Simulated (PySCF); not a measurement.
# C2H3FO (SMILES FC1CO1), step by step

Aim: a saddle-point search (HF-D3(0)/jun-cc-pV(D+d)Z), then the harmonic vibrations, then the energy, then the energy (MP2/pcJ-1), then the energy of C2H3FO. The job is set up through a Python script.

The calculation is run with PySCF 2.14.0.

### 1 The system as given

C2H3FO has 7 atoms, charge 0, and is taken as a singlet. As SMILES, `FC1CO1`. The run starts from this shape.

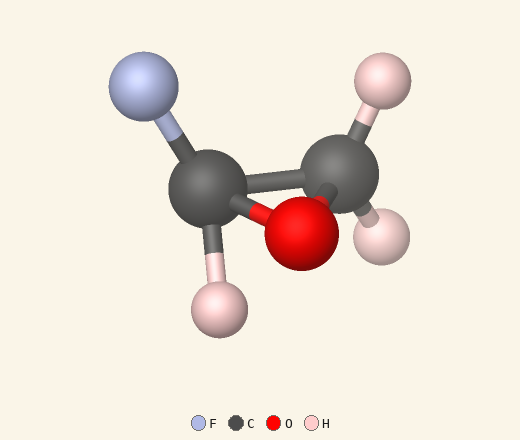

The structure, seen from a chosen angle (fluorine light blue, carbon dark grey, oxygen red, hydrogen pink).

### 2 A saddle-point search at HF-D3(0)/jun-cc-pV(D+d)Z (sfX2C) (run 1)

input.xyz reads:

```xyz
7
C2H3FO
F     -1.230100    -1.269700    -0.057100
C     -0.627800    -0.077500    -0.262000
C      0.671400     0.163600     0.333400
O      0.484900    -0.107900    -1.067700
H     -0.453968     0.783411    -1.226177
H      0.995700     1.172200     0.572500
H      1.133100    -0.644700     0.892200
```

input.py reads:

```python
from pyscf import gto, scf
from pyscf.geomopt.geometric_solver import kernel as optimise

mol = gto.Mole()
mol.atom = 'input.xyz'
mol.charge = 0
mol.verbose = 3
mol.basis = 'jun-cc-pv(d+d)z'
mol.max_memory = 1860
mol.build()

myscf = scf.RHF(mol)
myscf = myscf.sfx2c1e()
myscf.disp = 'd3zero'
converged, mol_eq = optimise(myscf, maxsteps=60, transition=True, hessian=True)
print('converged:', converged)
print(mol_eq.tostring())

myscf.reset(mol_eq)
mol = mol_eq
myscf.kernel()
etot = myscf.e_tot
print('E = %.10f Eh' % etot)
```

The run is started by

```sh
$ OMP_NUM_THREADS=1 python input.py
```

Standard output:

```text
converged SCF energy = -251.758606649493

WARN: DFTD3 does not support analytical Hessian, using finite difference

WARN: Mole.unit (angstrom) is changed to Bohr

maxiter                   60
transition                True
----------------------------------------------------------
 Transition state optimization requested.
Custom engine selected.
Requested bond order-based connectivity but it is not available in the current engine
Bonds will be generated from interatomic distances less than 1.20 times sum of covalent radii
Creating artificial bond to isolated atom: 5-2
21 internal coordinates being used (instead of 21 Cartesians)
Internal coordinate system (atoms numbered from 1):
Distance 1-2
Distance 2-3
Distance 2-4
Distance 2-5
Distance 3-4
Distance 3-6
Distance 3-7
Angle 1-2-4
Angle 1-2-5
Angle 3-2-4
Angle 3-2-5
Angle 4-2-5
Angle 2-3-4
Angle 2-3-7
Angle 4-3-6
Angle 4-3-7
Angle 6-3-7
Angle 2-4-3
Out-of-Plane 2-1-3-5
Out-of-Plane 3-2-6-7
Dihedral 1-2-3-4
Dihedral 1-2-3-6
Dihedral 1-2-3-7
Dihedral 4-2-3-6
[... 38 lines left out ...]
WARN: Mole.unit (angstrom) is changed to Bohr
[... 21 lines left out ...]
Note: Free energy does not include contribution from imaginary mode(s)
[... 7 lines left out ...]
Ground State Electronic Energy    : E0                        =  -251.75860665 au (   -157980.9108 kcal/mol)
[... 43 lines left out ...]
converged SCF energy = -251.759683055408
[... 77 lines left out ...]
converged SCF energy = -251.771961850645
[... 77 lines left out ...]
converged SCF energy = -251.783792794587
[... 77 lines left out ...]
converged SCF energy = -251.784273246638
[... 66 lines left out ...]
Converged! =D
[... 1 line left out ...]
converged: True
F          -1.20336392       -1.19349448       -0.01756019
C          -0.75957458        0.03684298       -0.12096959
C           0.65560907        0.17843712        0.27624839
O           0.66819650        0.05907807       -1.11788990
H          -0.47140181        0.48583727       -1.26612050
H           0.99614811        1.13543784        0.65758339
H           1.08758794       -0.68262816        0.77383307
converged SCF energy = -251.784274927674
E = -251.7842749277 Eh
```

Wall time 4.6 min (1 thread of Intel Xeon at 2.70GHz, shared host); peak memory 0.28 GiB.

Step by step:

| step | energy from the first frame kept (eV) | largest force (eV/Å) |
| --- | --- | --- |
| 0 | 0.0000 | 6.2089 |
| 1 | -0.0103 | 5.4307 |
| 2 | -0.0293 | 4.4279 |
| 3 | -0.0768 | 3.1973 |
| 4 | -0.2008 | 2.1185 |
| 5 | -0.3634 | 1.9704 |
| 6 | -0.5148 | 1.4917 |
| 7 | -0.6240 | 0.9756 |
| 8 | -0.6853 | 0.3980 |
| 9 | -0.6980 | 0.1774 |
| 10 | -0.6983 | 0.0518 |
| 11 | -0.6984 | 0.0284 |
| 12 | -0.6985 | 0.0099 |
| 13 | -0.6985 | 0.0079 |

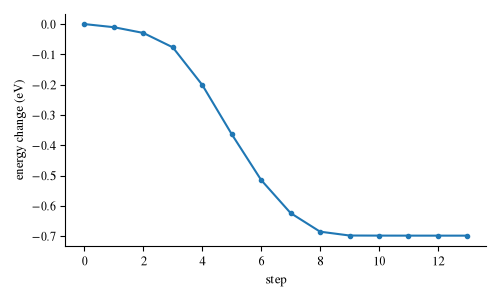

Energy along the run.

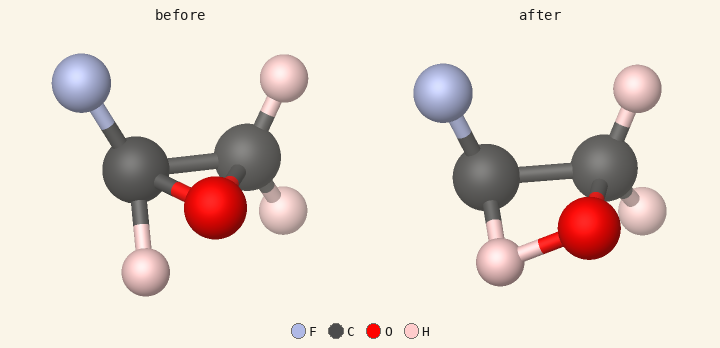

Before and after, at one scale.

After the run. Bond lengths: F1–C2 1.312 Å, C2–C3 1.477 Å, C3–O4 1.399 Å, C2–H5 1.263 Å, C3–H6 1.085 Å, C3–H7 1.084 Å. Angles: F1–C2–C3 113.1°, C2–C3–O4 74.5°, F1–C2–H5 118.8°, C3–C2–H5 89.5°, C2–C3–H6 118.7°, C2–C3–H7 115.4°, O4–C3–H6 115.0°, O4–C3–H7 112.7°, H6–C3–H7 114.5°. A long bond or contact: C2–O4 1.742 Å.

### 3 Vibrational wavenumbers at HF-D3(0)/jun-cc-pV(D+d)Z (sfX2C) (run 2)

input.xyz reads:

```xyz
7

F     -1.013257    -0.900189     0.243349
C     -0.569468     0.330148     0.139939
C      0.845716     0.471742     0.537157
O      0.858304     0.352383    -0.856981
H     -0.281295     0.779142    -1.005212
H      1.186255     1.428743     0.918492
H      1.277695    -0.389323     1.034742
```

input.py reads:

```python
import numpy
from pyscf import gto, scf, symm
from pyscf.hessian import thermo

system = gto.M(
    atom='input.xyz',
    basis='jun-cc-pv(d+d)z',
    verbose=3,
    max_memory=1860,
)

mf = scf.RHF(system)
mf = mf.x2c()
mf.disp = 'd3zero'
mf.kernel()

e_final = mf.e_tot
print('E(%s) = %.9f' % ('HF', e_final))
hess = mf.Hessian().kernel()
modes = thermo.harmonic_analysis(system, hess)
print('frequencies (1/cm)', numpy.round(modes['freq_wavenumber'], 1))
symm.geom.TOLERANCE = 1e-3  # for the symmetry number
th = thermo.thermo(mf, modes['freq_au'], 1200, 101325)
thermo.dump_thermo(system, th)
```

The run is started by

```sh
$ OMP_NUM_THREADS=1 python input.py
```

Standard output:

```text
converged SCF energy = -251.784274927469
E(HF) = -251.784274927

WARN: DFTD3 does not support analytical Hessian, using finite difference

WARN: Mole.unit (angstrom) is changed to Bohr

frequencies (1/cm) [   0. +1928.8j  344.4   +0.j   521.4   +0.j   763.7   +0.j
  936.2   +0.j  1106.8   +0.j  1184.7   +0.j  1257.3   +0.j
 1279.7   +0.j  1323.    +0.j  1392.9   +0.j  1624.1   +0.j
 2546.1   +0.j  3262.    +0.j  3354.6   +0.j ]
temperature 1200.0000 [K]
pressure 101325.00 [Pa]
Rotational constants [GHz] 20.57246 6.87681 6.07376
Symmetry number 1
Zero-point energy (ZPE) 0.04761 [Eh]   124991.872 [J/mol]
                           tot       elec      trans        rot        vib
Entropy [J/mol/K]       391.063      0.000    189.171    115.442     86.449
Cv [J/mol/K]            113.139      0.000     12.472     12.472     88.196
Cp [J/mol/K]            121.454      0.000     20.786     12.472     88.196
Internal energy [J/mol]                     14966.028  14966.028 183723.269
Internal energy [Eh]   -251.70290  -251.78427
Enthalpy [J/mol]                            24943.380  14966.028 183723.269
Enthalpy [Eh]          -251.69910
Gibbs free energy [J/mol]                  -202062.048 -123564.560  79984.238
Gibbs free energy [Eh] -251.87784
```

Run time: 2 min. Hardware: 1 thread of Intel Xeon at 2.70GHz, shared host; peak memory 0.27 GiB.

### 4 A single-point energy at HF-D3(0)/jun-cc-pV(D+d)Z (sfX2C) (run 4)

input.xyz reads:

```xyz
7

F     -1.230100    -1.269700    -0.057100
C     -0.627800    -0.077500    -0.262000
C      0.671400     0.163600     0.333400
O      0.484900    -0.107900    -1.067700
H     -1.366000     0.696000    -0.457000
H      0.995700     1.172200     0.572500
H      1.133100    -0.644700     0.892200
```

calc.py reads:

```python
# FC1CO1
from pyscf import gto

molecule = gto.M(
    atom='input.xyz',
    spin=0,
    max_memory=1860,
    verbose=3,
    basis='jun-cc-pv(d+d)z',
)

calc0 = molecule.RHF()
calc0 = calc0.sfx2c1e()
calc0.disp = 'd3zero'
calc0.kernel()

e_final = calc0.e_tot
print('Final energy', e_final)
```

The run is started by

```sh
$ OMP_NUM_THREADS=1 python calc.py
```

Standard output:

```text
converged SCF energy = -251.913606610292
Final energy -251.91360661029236
```

It took 4.5 s on 1 thread of Intel Xeon at 2.70GHz, shared host; peak memory 0.19 GiB.

### 5 The energy at MP2/pcJ-1 (sfX2C) (run 5)

input.xyz reads:

```xyz
7
C2H3FO
F     -1.203364    -1.193494    -0.017560
C     -0.759575     0.036843    -0.120970
C      0.655609     0.178437     0.276248
O      0.668197     0.059078    -1.117890
H     -0.471402     0.485837    -1.266121
H      0.996148     1.135438     0.657583
H      1.087588    -0.682628     0.773833
```

calc.py reads:

```python
from pyscf import gto, scf, mp

system = gto.M(
    atom='input.xyz',
    max_memory=1860,
    basis='pcj-1',
    spin=0,
    charge=0,
    verbose=4,
)

mf = scf.RHF(system)
mf = mf.sfx2c1e()
mf.kernel()

pt = mp.MP2(mf, frozen=4).run()
etot = pt.e_tot
print('E = %.10f Eh' % etot)
```

The run is started by

```sh
$ OMP_NUM_THREADS=1 python calc.py
```

Standard output:

```text
PySCF version 2.14.0

[INPUT] num. atoms = 7
[INPUT] num. electrons = 32
[INPUT] charge = 0
[INPUT] spin (= nelec alpha-beta = 2S) = 0
[INPUT] symmetry False subgroup None
[INPUT] Mole.unit = angstrom
[INPUT] Symbol           X                Y                Z      unit          X                Y                Z       unit  Magmom
[INPUT]  1 F     -1.203364000000  -1.193494000000  -0.017560000000 AA   -2.274028388161  -2.255376791312  -0.033183590747 Bohr   0.0
[INPUT]  2 C     -0.759575000000   0.036843000000  -0.120970000000 AA   -1.435388721067   0.069623179607  -0.228600169289 Bohr   0.0
[INPUT]  3 C      0.655609000000   0.178437000000   0.276248000000 AA    1.238921454800   0.337197060489   0.522033062459 Bohr   0.0
[INPUT]  4 O      0.668197000000   0.059078000000  -1.117890000000 AA    1.262709327256   0.111641239987  -2.112505937390 Bohr   0.0
[INPUT]  5 H     -0.471402000000   0.485837000000  -1.266121000000 AA   -0.890820674572   0.918098871180  -2.392621930560 Bohr   0.0
[INPUT]  6 H      0.996148000000   1.135438000000   0.657583000000 AA    1.882446899533   2.145666851424   1.242651774170 Bohr   0.0
[INPUT]  7 H      1.087588000000  -0.682628000000   0.773833000000 AA    2.055243456363  -1.289979964960   1.462332436151 Bohr   0.0

nuclear repulsion = 121.514998325408
number of shells = 62
number of NR pGTOs = 172
number of NR cGTOs = 138
basis = pcj-1
ecp = {}

******** <class 'pyscf.x2c.sfx2c1e.sfX2C1eRHF'> ********
method = sfX2C1eRHF
initial guess = minao
damping factor = 0
level_shift factor = 0
DIIS = <class 'pyscf.scf.diis.CDIIS'>
diis_start_cycle = 1
diis_space = 8
diis_damp = 0
SCF conv_tol = 1e-09
SCF conv_tol_grad = None
SCF max_cycles = 50
direct_scf = True
direct_scf_tol = 1e-13

******** <class 'pyscf.x2c.sfx2c1e.SpinFreeX2CHelper'> ********
approx = 1e
xuncontract = 1
Set gradient conv threshold to 3.16228e-05
Initial guess from minao.
init E= -252.481739389831
  HOMO = -0.257138662598006  LUMO = 0.0249552190777713  gap/eV = 7.67617
cycle= 1 E= -251.621348227035  delta_E= 0.86  |g|= 0.758  |ddm|= 2.13
  HOMO = -0.423882223287756  LUMO = 0.0663436359474545  gap/eV = 13.33973
cycle= 2 E= -251.683047808968  delta_E= -0.0617  |g|= 0.602  |ddm|= 0.75
  HOMO = -0.42530213168094  LUMO = 0.107034778786026  gap/eV = 14.48563
cycle= 3 E= -251.74692809564  delta_E= -0.0639  |g|= 0.087  |ddm|= 0.344
  HOMO = -0.410547806578798  LUMO = 0.129154953861729  gap/eV = 14.68606
cycle= 4 E= -251.749019488822  delta_E= -0.00209  |g|= 0.0392  |ddm|= 0.0977
  HOMO = -0.414775853218323  LUMO = 0.127522258105337  gap/eV = 14.75668
cycle= 5 E= -251.74949369798  delta_E= -0.000474  |g|= 0.011  |ddm|= 0.0457
  HOMO = -0.415329354500464  LUMO = 0.127394635321846  gap/eV = 14.76827
cycle= 6 E= -251.749570429472  delta_E= -7.67e-05  |g|= 0.00523  |ddm|= 0.0218
  HOMO = -0.414835599850019  LUMO = 0.127950989402436  gap/eV = 14.76998
cycle= 7 E= -251.749597993857  delta_E= -2.76e-05  |g|= 0.00224  |ddm|= 0.0144
  HOMO = -0.414905828569907  LUMO = 0.127947707858599  gap/eV = 14.77180
cycle= 8 E= -251.749604557425  delta_E= -6.56e-06  |g|= 0.000925  |ddm|= 0.00677
  HOMO = -0.414886098342109  LUMO = 0.127952793956677  gap/eV = 14.77140
cycle= 9 E= -251.749605747821  delta_E= -1.19e-06  |g|= 0.000231  |ddm|= 0.00348
  HOMO = -0.414853896233769  LUMO = 0.127958134164579  gap/eV = 14.77067
cycle= 10 E= -251.749605796495  delta_E= -4.87e-08  |g|= 8.05e-05  |ddm|= 0.00063
  HOMO = -0.414858511597533  LUMO = 0.127950056469281  gap/eV = 14.77057
cycle= 11 E= -251.749605801284  delta_E= -4.79e-09  |g|= 3.01e-05  |ddm|= 0.000175
  HOMO = -0.414852655123696  LUMO = 0.12795491054608  gap/eV = 14.77055
cycle= 12 E= -251.749605801852  delta_E= -5.67e-10  |g|= 1.13e-05  |ddm|= 6.06e-05
  HOMO = -0.414852863076337  LUMO = 0.127954353426606  gap/eV = 14.77054
Extra cycle  E= -251.749605801903  delta_E= -5.13e-11  |g|= 8.41e-06  |ddm|= 1.26e-05
converged SCF energy = -251.749605801903

******** <class 'pyscf.mp.mp2.RMP2'> ********
nocc = 12, nmo = 134
frozen orbitals 4
E(RMP2) = -252.461203589081  E_corr = -0.711597787178368
E(SCS-RMP2) = -252.439747805421  E_corr = -0.690142003518036
E_corr(same-spin) = -0.188971547418469
E_corr(oppo-spin) = -0.5226262397599
E = -252.4612035891 Eh
```

Wall time 11 s (1 thread of Intel Xeon at 2.70GHz, shared host); peak memory 0.59 GiB.

### 6 A single-point energy at MP2/pcJ-1 (sfX2C) (run 6)

mol.xyz reads:

```xyz
7

F     -1.230100    -1.269700    -0.057100
C     -0.627800    -0.077500    -0.262000
C      0.671400     0.163600     0.333400
O      0.484900    -0.107900    -1.067700
H     -1.366000     0.696000    -0.457000
H      0.995700     1.172200     0.572500
H      1.133100    -0.644700     0.892200
```

run.py reads:

```python
from pyscf import gto, scf, mp

mol = gto.Mole()
mol.atom = 'mol.xyz'
mol.basis = 'pcj-1'
mol.max_memory = 1860
mol.verbose = 4
mol.charge = 0
mol.build()

hf = scf.RHF(mol)
hf = hf.sfx2c1e()
hf.kernel()

pt = mp.MP2(hf, frozen=4).run()
e_tot = pt.e_tot
print('Final energy', e_tot)
```

The run is started by

```sh
$ OMP_NUM_THREADS=1 python run.py
```

Standard output:

```text
PySCF version 2.14.0

[INPUT] num. atoms = 7
[INPUT] num. electrons = 32
[INPUT] charge = 0
[INPUT] spin (= nelec alpha-beta = 2S) = 0
[INPUT] symmetry False subgroup None
[INPUT] Mole.unit = angstrom
[INPUT] Symbol           X                Y                Z      unit          X                Y                Z       unit  Magmom
[INPUT]  1 F     -1.230100000000  -1.269700000000  -0.057100000000 AA   -2.324552105827  -2.399385260360  -0.107903361713 Bohr   0.0
[INPUT]  2 C     -0.627800000000  -0.077500000000  -0.262000000000 AA   -1.186370061002  -0.146453774654  -0.495108244636 Bohr   0.0
[INPUT]  3 C      0.671400000000   0.163600000000   0.333400000000 AA    1.268762120033   0.309159193979   0.630034689930 Bohr   0.0
[INPUT]  4 O      0.484900000000  -0.107900000000  -1.067700000000 AA    0.916328197802  -0.203901448841  -2.017660583198 Bohr   0.0
[INPUT]  5 H     -1.366000000000   0.696000000000  -0.457000000000 AA   -2.581365886156   1.315249382697  -0.863604838926 Bohr   0.0
[INPUT]  6 H      0.995700000000   1.172200000000   0.572500000000 AA    1.881600302229   2.215136963215   1.081868206313 Bohr   0.0
[INPUT]  7 H      1.133100000000  -0.644700000000   0.892200000000 AA    2.141248671745  -1.218306432507   1.686013648337 Bohr   0.0

nuclear repulsion = 124.094769360835
number of shells = 62
number of NR pGTOs = 172
number of NR cGTOs = 138
basis = pcj-1
ecp = {}

******** <class 'pyscf.x2c.sfx2c1e.sfX2C1eRHF'> ********
method = sfX2C1eRHF
initial guess = minao
damping factor = 0
level_shift factor = 0
DIIS = <class 'pyscf.scf.diis.CDIIS'>
diis_start_cycle = 1
diis_space = 8
diis_damp = 0
SCF conv_tol = 1e-09
SCF conv_tol_grad = None
SCF max_cycles = 50
direct_scf = True
direct_scf_tol = 1e-13

******** <class 'pyscf.x2c.sfx2c1e.SpinFreeX2CHelper'> ********
approx = 1e
xuncontract = 1
Set gradient conv threshold to 3.16228e-05
Initial guess from minao.
init E= -252.680448705669
  HOMO = -0.31243285678482  LUMO = 0.134978193526873  gap/eV = 12.17467
cycle= 1 E= -251.763509571111  delta_E= 0.917  |g|= 0.751  |ddm|= 2.07
  HOMO = -0.444900743184757  LUMO = 0.133998201699231  gap/eV = 15.75264
cycle= 2 E= -251.843926741461  delta_E= -0.0804  |g|= 0.484  |ddm|= 0.604
  HOMO = -0.471854377347715  LUMO = 0.160682385860612  gap/eV = 17.21220
cycle= 3 E= -251.881455592362  delta_E= -0.0375  |g|= 0.0589  |ddm|= 0.24
  HOMO = -0.461059900129331  LUMO = 0.165998305836761  gap/eV = 17.06312
cycle= 4 E= -251.882475754368  delta_E= -0.00102  |g|= 0.0209  |ddm|= 0.0603
  HOMO = -0.466283093109345  LUMO = 0.166066201057238  gap/eV = 17.20710
cycle= 5 E= -251.882603631941  delta_E= -0.000128  |g|= 0.00628  |ddm|= 0.0212
  HOMO = -0.465960114822931  LUMO = 0.166044018380466  gap/eV = 17.19771
cycle= 6 E= -251.882616974598  delta_E= -1.33e-05  |g|= 0.00229  |ddm|= 0.0074
  HOMO = -0.465786895209389  LUMO = 0.166095990968271  gap/eV = 17.19441
cycle= 7 E= -251.882619262322  delta_E= -2.29e-06  |g|= 0.000658  |ddm|= 0.00318
  HOMO = -0.465872278369875  LUMO = 0.166122606050678  gap/eV = 17.19746
cycle= 8 E= -251.882619464671  delta_E= -2.02e-07  |g|= 0.00012  |ddm|= 0.00105
  HOMO = -0.465868427483911  LUMO = 0.166126846989857  gap/eV = 17.19747
cycle= 9 E= -251.882619472932  delta_E= -8.26e-09  |g|= 3.05e-05  |ddm|= 0.00019
  HOMO = -0.465866863409846  LUMO = 0.166127825491737  gap/eV = 17.19745
cycle= 10 E= -251.882619473375  delta_E= -4.43e-10  |g|= 1.15e-05  |ddm|= 4.07e-05
  HOMO = -0.465868658368289  LUMO = 0.166127455508117  gap/eV = 17.19749
Extra cycle  E= -251.882619473437  delta_E= -6.17e-11  |g|= 5.76e-06  |ddm|= 1.38e-05
converged SCF energy = -251.882619473437

******** <class 'pyscf.mp.mp2.RMP2'> ********
nocc = 12, nmo = 134
frozen orbitals 4
E(RMP2) = -252.569326541274  E_corr = -0.686707067837596
E(SCS-RMP2) = -252.55099553467  E_corr = -0.668376061233069
E_corr(same-spin) = -0.179622023275439
E_corr(oppo-spin) = -0.507085044562158
Final energy -252.56932654127448
```

Run time: 11 s. Hardware: 1 thread of Intel Xeon at 2.70GHz, shared host; peak memory 0.59 GiB.

### 7 Outcome

| quantity | value |
| --- | --- |
| run 1, HF-D3(0)/jun-cc-pV(D+d)Z: total energy at the end | -251.78427 Eh |
| run 1, HF-D3(0)/jun-cc-pV(D+d)Z: dipole moment | 1.89 D |
| run 1, HF-D3(0)/jun-cc-pV(D+d)Z: HOMO energy | -11.35 eV |
| run 1, HF-D3(0)/jun-cc-pV(D+d)Z: LUMO energy | 1.79 eV |
| run 1, HF-D3(0)/jun-cc-pV(D+d)Z: HOMO–LUMO gap | 13.14 eV |
| run 1, HF-D3(0)/jun-cc-pV(D+d)Z: dispersion energy | -6.85 kJ/mol |
| run 2, HF-D3(0)/jun-cc-pV(D+d)Z: lowest harmonic wavenumber | 1929i cm⁻¹ (imaginary) |
| run 2, HF-D3(0)/jun-cc-pV(D+d)Z: highest harmonic wavenumber | 3355 cm⁻¹ |
| run 4, HF-D3(0)/jun-cc-pV(D+d)Z: total energy | -251.91361 Eh |
| run 4, HF-D3(0)/jun-cc-pV(D+d)Z: dipole moment | 2.75 D |
| run 4, HF-D3(0)/jun-cc-pV(D+d)Z: HOMO energy | -12.72 eV |
| run 4, HF-D3(0)/jun-cc-pV(D+d)Z: LUMO energy | 1.66 eV |
| run 4, HF-D3(0)/jun-cc-pV(D+d)Z: HOMO–LUMO gap | 14.38 eV |
| run 4, HF-D3(0)/jun-cc-pV(D+d)Z: dispersion energy | -6.75 kJ/mol |
| run 5, MP2/pcJ-1: total energy | -252.46120 Eh |
| run 5, MP2/pcJ-1: dipole moment (Hartree–Fock density) | 1.89 D |
| run 5, MP2/pcJ-1: HOMO energy (Hartree–Fock orbitals) | -11.29 eV |
| run 5, MP2/pcJ-1: LUMO energy (Hartree–Fock orbitals) | 3.48 eV |
| run 5, MP2/pcJ-1: HOMO–LUMO gap (Hartree–Fock orbitals) | 14.77 eV |
| run 5, MP2/pcJ-1: correlation energy (4 core orbitals frozen) | -711.6 mEh |
| run 6, MP2/pcJ-1: total energy | -252.56933 Eh |
| run 6, MP2/pcJ-1: dipole moment (Hartree–Fock density) | 2.75 D |
| run 6, MP2/pcJ-1: HOMO energy (Hartree–Fock orbitals) | -12.68 eV |
| run 6, MP2/pcJ-1: LUMO energy (Hartree–Fock orbitals) | 4.52 eV |
| run 6, MP2/pcJ-1: HOMO–LUMO gap (Hartree–Fock orbitals) | 17.20 eV |
| run 6, MP2/pcJ-1: correlation energy (4 core orbitals frozen) | -686.7 mEh |

In words: Mulliken charges (run 1, HF-D3(0)/jun-cc-pV(D+d)Z) run from -0.38 on O4 to +0.28 on H5. 1 mode is imaginary (lowest 1929i cm⁻¹): a first-order saddle point. Mulliken charges (run 4, HF-D3(0)/jun-cc-pV(D+d)Z) run from -0.34 on O4 to +0.37 on C2; they depend strongly on the basis.
